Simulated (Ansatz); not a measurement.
# One shape, several levels: doublet C2H6AlCl+

Wanted: a comparison of 6 runs (UB3LYP/6-31G*, U-r2SCAN/cc-pVDZ, U-wB97X/cc-pVDZ, UB3LYP/cc-pVDZ, RPA@PBE/cc-pVDZ) of doublet C2H6AlCl+. 

The results are computed with Ansatz 0.2.0.

56 further runs of the same task are left out: 56 set aside as unsound or not needed.

## (1) The system as given

The species is C2H6AlCl+ (10 atoms), meant as a doublet with charge +1. SMILES of the parent species: `[CH3][Al]([CH3])[Cl]`. The shape is that of a PBE0-D4/def2-TZVP optimisation. That shape belongs to the parent species and isn't relaxed for this state.

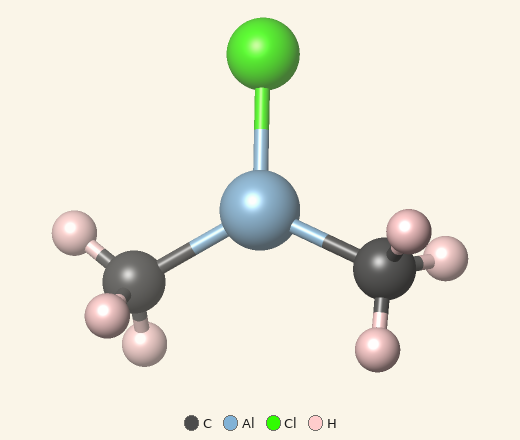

Viewed from a chosen angle; carbon dark grey, aluminium light blue, chlorine green, hydrogen pink.

## (2) A single-point energy at UB3LYP/6-31G(d) (spherical functions) (run 1)

Input file molecule.yaml:

```yaml
crystal:
  periodic: [false, false, false]
  atoms:
    - {symbol: C, position_ang: [-0.517700, 1.358200, -0.989200]}
    - {symbol: Al, position_ang: [-0.252300, -0.446600, -0.322400]}
    - {symbol: C, position_ang: [0.742200, -0.932200, 1.273500]}
    - {symbol: Cl, position_ang: [-1.112300, -2.038200, -1.415400]}
    - {symbol: H, position_ang: [-1.121400, 1.383800, -1.898300]}
    - {symbol: H, position_ang: [-1.010200, 1.981400, -0.235400]}
    - {symbol: H, position_ang: [0.443800, 1.835600, -1.206000]}
    - {symbol: H, position_ang: [0.102400, -1.471200, 1.979300]}
    - {symbol: H, position_ang: [1.158700, -0.063300, 1.788800]}
    - {symbol: H, position_ang: [1.566900, -1.607500, 1.025200]}
basis:
  gaussian: {orbitals: 6-31G_st_-spherical.json}
accuracy: high
hamiltonian: {xc: {name: B3LYP}}
output: {orbitals: {seedname: orbitals}}
magnetization: {spin_polarized: true, initial_magnetization: 1}
total_charge: 1
```

The basis set 6-31G* is read from a file made from the Basis Set Exchange's data (not shown).

The run is started by

```bash
$ ansatz run molecule.yaml --threads 1 --pin off --max-ram 3480MiB --events-out events.jsonl --progress --plain --runs-dir runs
```

The program printed:

```text
Warning: RAYON_NUM_THREADS=1 ignored (pool sized by the plan → 1); use --threads N
Functional definition: B3LYP
  name "B3LYP"
  parameter a0 = 0.2
  parameter ax = 0.72
  parameter ac = 0.81
  exchange = (1 - a0 - ax)*slater_x + ax*b88_x + a0*exact_x
  correlation = (1 - ac)*vwn_rpa_c + ac*lyp_c
1748 factors; integrals over basis functions are off by at most 6.6e-9 eV
mean field evaluation 1: about -21267.3325 eV, gradient 5.6e1 eV
mean field evaluation 2: about -21250.0484 eV, gradient 7.2e1 eV
mean field evaluation 4: about -21282.5263 eV, gradient 1.4e1 eV
mean field evaluation 8: about -21284.0633 eV, gradient 8.6e-1 eV
mean field evaluation 16: about -21284.2257 eV, gradient 1.4e-3 eV
mean field evaluation 32: about -21284.2257 eV, gradient 4.1e-8 eV
mean field -21284.22566424 eV, -782.1808661946 hartree, gradient 4.1e-8 eV, S^2 0.758074; 2 other end points of the search recorded, 0 dependent functions left out
reference -21284.22570514 eV, -782.1808676974 hartree; 24, 23 occupied and 52, 53 virtual orbitals, 1748 factors
Total energy: -21284.22570514 eV, -782.1808676974 hartree
```

Run time: 21 s. Hardware: 1 thread of Arm Neoverse V1, shared host; peak memory 0.38 GiB.

## (3) The energy at UB3LYP/6-31G(d) (Cartesian functions) (run 2)

Input file in.yaml:

```yaml
crystal:
  periodic: [false, false, false]
  atoms:
    - {symbol: C, position_ang: [-0.517700, 1.358200, -0.989200]}
    - {symbol: Al, position_ang: [-0.252300, -0.446600, -0.322400]}
    - {symbol: C, position_ang: [0.742200, -0.932200, 1.273500]}
    - {symbol: Cl, position_ang: [-1.112300, -2.038200, -1.415400]}
    - {symbol: H, position_ang: [-1.121400, 1.383800, -1.898300]}
    - {symbol: H, position_ang: [-1.010200, 1.981400, -0.235400]}
    - {symbol: H, position_ang: [0.443800, 1.835600, -1.206000]}
    - {symbol: H, position_ang: [0.102400, -1.471200, 1.979300]}
    - {symbol: H, position_ang: [1.158700, -0.063300, 1.788800]}
    - {symbol: H, position_ang: [1.566900, -1.607500, 1.025200]}
basis:
  gaussian: {orbitals: "6-31G*"}
total_charge: 1
magnetization: {spin_polarized: true, initial_magnetization: 1}
hamiltonian: {xc: {name: B3LYP}}
accuracy: high
output: {orbitals: {seedname: orbitals}}
```

The run is started by

```bash
$ ansatz run in.yaml --threads 1 --pin off --max-ram 3480MiB --events-out events.jsonl --progress --plain --runs-dir runs
```

The program printed, shortened:

```text
Warning: RAYON_NUM_THREADS=1 ignored (pool sized by the plan → 1); use --threads N
[... 7 set-up lines as earlier in the session ...]
1797 factors; integrals over basis functions are off by at most 6.8e-9 eV
mean field evaluation 1: about -21267.5229 eV, gradient 5.7e1 eV
mean field evaluation 2: about -21250.1844 eV, gradient 7.3e1 eV
mean field evaluation 4: about -21282.7577 eV, gradient 1.5e1 eV
mean field evaluation 8: about -21284.2797 eV, gradient 8.0e-1 eV
mean field evaluation 16: about -21284.4025 eV, gradient 3.4e-4 eV
mean field evaluation 32: about -21284.2299 eV, gradient 1.5e0 eV
mean field -21284.40254667 eV, -782.1873665040 hartree, gradient 5.9e-8 eV, S^2 0.758080; 2 other end points of the search recorded, 0 dependent functions left out
reference -21284.40258756 eV, -782.1873680066 hartree; 24, 23 occupied and 56, 57 virtual orbitals, 1797 factors
Total energy: -21284.40258756 eV, -782.1873680066 hartree
```

Wall time 21 s (1 thread of Arm Neoverse V1, shared host); peak memory 0.4 GiB.

Runs 3 to 4 aren't shown in full; the table further down has their settings and results.

## (4) The energy at UB3LYP/cc-pVDZ (run 5)

Changes to molecule.yaml since step 2:

```diff
@@ -14,7 +14,7 @@
 basis:
-  gaussian: {orbitals: 6-31G_st_-spherical.json}
+  gaussian: {orbitals: cc-pVDZ}
+total_charge: 1
+magnetization: {spin_polarized: true, initial_magnetization: 1}
+hamiltonian: {xc: {name: B3LYP}}
 accuracy: high
-hamiltonian: {xc: {name: B3LYP}}
 output: {orbitals: {seedname: orbitals}}
-magnetization: {spin_polarized: true, initial_magnetization: 1}
-total_charge: 1
```

The run is started by

```bash
$ ansatz run molecule.yaml --threads 1 --pin off --max-ram 3480MiB --events-out events.jsonl --progress --plain --runs-dir runs
```

The program printed, shortened:

```text
Warning: RAYON_NUM_THREADS=1 ignored (pool sized by the plan → 1); use --threads N
[... 7 set-up lines as earlier in the session ...]
2221 factors; integrals over basis functions are off by at most 4.1e-9 eV
mean field evaluation 1: about -21266.3216 eV, gradient 5.9e1 eV
mean field evaluation 2: about -21245.0266 eV, gradient 7.8e1 eV
mean field evaluation 4: about -21283.2411 eV, gradient 1.6e1 eV
mean field evaluation 8: about -21285.1141 eV, gradient 5.8e-1 eV
mean field evaluation 16: about -21285.2513 eV, gradient 8.4e-4 eV
mean field evaluation 32: about -21285.0795 eV, gradient 1.5e0 eV
mean field -21285.25134756 eV, -782.2185593612 hartree, gradient 9.5e-8 eV, S^2 0.758043; 2 other end points of the search recorded, 0 dependent functions left out
reference -21285.25139060 eV, -782.2185609431 hartree; 24, 23 occupied and 70, 71 virtual orbitals, 2221 factors
Total energy: -21285.25139060 eV, -782.2185609431 hartree
```

Run time: 24 s. Hardware: 1 thread of Arm Neoverse V1, shared host; peak memory 0.49 GiB.

## (5) A single-point energy at RPA@PBE/cc-pVDZ (run 6)

Input file input.yaml:

```yaml
crystal:
  periodic: [false, false, false]
  atoms:
    - {symbol: C, position_ang: [-0.517700, 1.358200, -0.989200]}
    - {symbol: Al, position_ang: [-0.252300, -0.446600, -0.322400]}
    - {symbol: C, position_ang: [0.742200, -0.932200, 1.273500]}
    - {symbol: Cl, position_ang: [-1.112300, -2.038200, -1.415400]}
    - {symbol: H, position_ang: [-1.121400, 1.383800, -1.898300]}
    - {symbol: H, position_ang: [-1.010200, 1.981400, -0.235400]}
    - {symbol: H, position_ang: [0.443800, 1.835600, -1.206000]}
    - {symbol: H, position_ang: [0.102400, -1.471200, 1.979300]}
    - {symbol: H, position_ang: [1.158700, -0.063300, 1.788800]}
    - {symbol: H, position_ang: [1.566900, -1.607500, 1.025200]}
basis:
  gaussian:
    orbitals: cc-pVDZ
total_charge: 1
magnetization:
  spin_polarized: true
  initial_magnetization: 1
hamiltonian:
  xc: pbe
correlation:
  method: rpa
  frozen_orbitals: {Al: 5, C: 1, Cl: 5, H: 0}
accuracy: high
```

The run is started by

```bash
$ ansatz run input.yaml --threads 1 --pin off --max-ram 3480MiB --events-out events.jsonl --progress --plain --runs-dir runs
```

The program printed, shortened:

```text
Warning: RAYON_NUM_THREADS=1 ignored (pool sized by the plan → 1); use --threads N
Functional definition: PBE
  name "PBE"
[...]
2221 factors; integrals over basis functions are off by at most 4.1e-9 eV
[...]
mean field -21272.24200060 eV, -781.7404746785 hartree, gradient 3.0e-8 eV, S^2 0.753060; 3 other end points of the search recorded, 0 dependent functions left out
12 core orbitals not correlated: weight in the atoms' cores, before any rotation towards them, 1.000 or more for the frozen orbitals, at most 0.000 for the correlated occupied ones
reference -21234.34663979 eV, -780.3478458553 hartree; 12, 11 occupied and 70, 71 virtual orbitals, 2221 factors
Total energy: -21257.17971687 eV, -781.1869459612 hartree
```

Wall time 31 s (1 thread of Arm Neoverse V1, shared host); peak memory 0.45 GiB.

## (6) The series

| run | level | Cartesian functions | frozen core orbitals | energy (Eh) | HOMO energy (eV) | LUMO energy (eV) | ⟨S²⟩ | wall time |
| --- | --- | --- | --- | --- | --- | --- | --- | --- |
| 1 | UB3LYP/6-31G* (spherical functions) | no | – | -782.180868 | -14.06 | -11.98 | 0.758 | 21 s |
| 2 | UB3LYP/6-31G* (Cartesian functions) | yes | – | -782.187368 | -14.05 | -11.97 | 0.758 | 21 s |
| 3 | U-r2SCAN/cc-pVDZ | no | – | -782.077222 | -13.52 | -12.41 | 0.757 | 51 s |
| 4 | U-wB97X/cc-pVDZ | no | – | -782.137068 | -16.31 | -10.14 | 0.768 | 1.9 min |
| 5 | UB3LYP/cc-pVDZ | no | – | -782.218561 | -14.06 | -11.96 | 0.758 | 24 s |
| 6 | RPA@PBE/cc-pVDZ | no | 12 | -781.186946 | – | – | 0.753 | 31 s |

## (7) What came out

| quantity | value |
| --- | --- |
| run 6: total energy | -781.18695 Eh |
| run 6: RPA correlation energy (valence) | -839.1 mEh |
| run 6: ⟨S²⟩ of the reference determinant | 0.753 |

In words: Totals of different functionals can't be ranked against each other. All runs together took 4.4 min, the longest 1.9 min.
